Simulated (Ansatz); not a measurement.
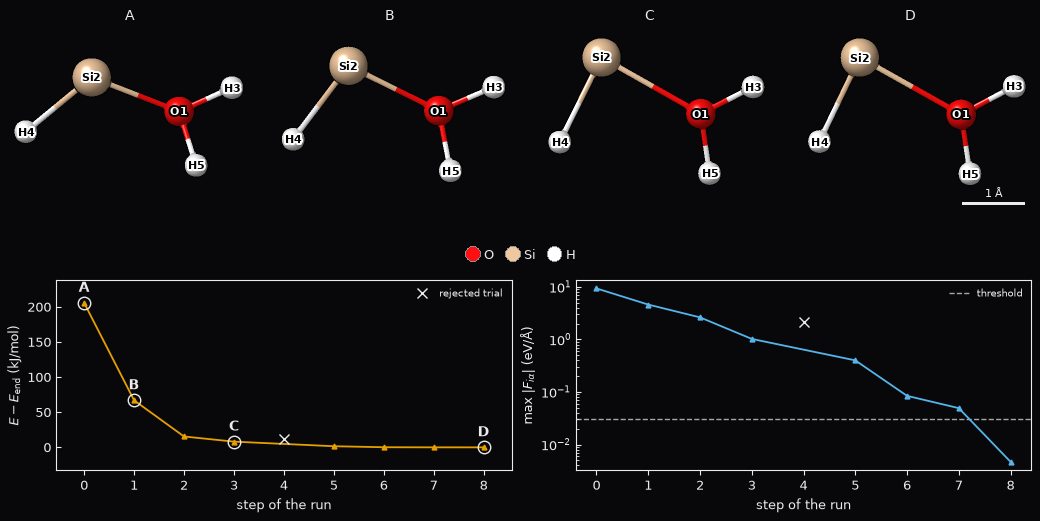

Frames of a relaxation of SiH3O (charge +1), marked on the history of the run. The picture is a ball-and-stick view, seen face on.

It is one of the separated reactants of a reaction.

Computed with RKS PBE-D4/def2-SVP (Ansatz 0.2.0).

The input:
```yaml
crystal:
  periodic: [false, false, false]
  atoms:
    - {symbol: O, position_ang: [0.312455, -0.929070, 0.485457]}
    - {symbol: Si, position_ang: [-0.278831, 0.300349, -0.283331]}
    - {symbol: H, position_ang: [1.090860, -0.985564, 1.054603]}
    - {symbol: H, position_ang: [-1.486930, -0.007529, -1.054029]}
    - {symbol: H, position_ang: [-0.226742, -1.476241, 1.077716]}
basis:
  gaussian: {orbitals: def2-SVP}
total_charge: 1
hamiltonian: {xc: pbe, dispersion: d4}
relax: {f_tol: 0.03, max_steps: 250}
```

Run as
```bash
ansatz run in.yaml --threads 2 --pin off --events-out ev --progress --plain --max-ram 4352MiB
```

Describe the path.

Over 7 accepted moves (8 points after the start) the energy falls by 205.7 kJ/mol. Largest force component: 9.4 eV/Å at the start, 0.0047 eV/Å at the end. The line search rejected the trial step at point 4 of the run. Si2 moves most after the best rigid fit: 0.41 Å. Largest moves by element: Si 0.41 Å, H 0.30 Å, O 0.17 Å. Near-neighbour distances that change, for instance: O1–Si2 1.566 → 1.906 Å, Si2–H4 1.466 → 1.536 Å, O1–H3 0.966 → 0.986 Å. Among the angles between lasting bonds that change: O1–Si2–H4 113.9° → 86.5°, H3–O1–H5 93.2° → 109.7°, Si2–O1–H3 129.8° → 122.8°. From step 0 to 1: Si2 moves most (0.20 Å), energy −138.8 kJ/mol. From step 1 to 3: Si2 moves most (0.32 Å), energy −58.8 kJ/mol. From step 3 to 8: H3 moves most (0.17 Å), energy −8.13 kJ/mol.

```
step  E − E(0), kJ/mol  largest force component, eV/Å      note
   0              0.00                         9.3780          
   1           -138.77                         4.6163          
   2           -190.29                         2.6363          
   3           -197.61                         1.0251          
   4           -194.32                         2.1788  rejected
   5           -204.16                         0.4002          
   6           -205.58                         0.0845          
   7           -205.74                         0.0493          
   8           -205.75                         0.0047
```
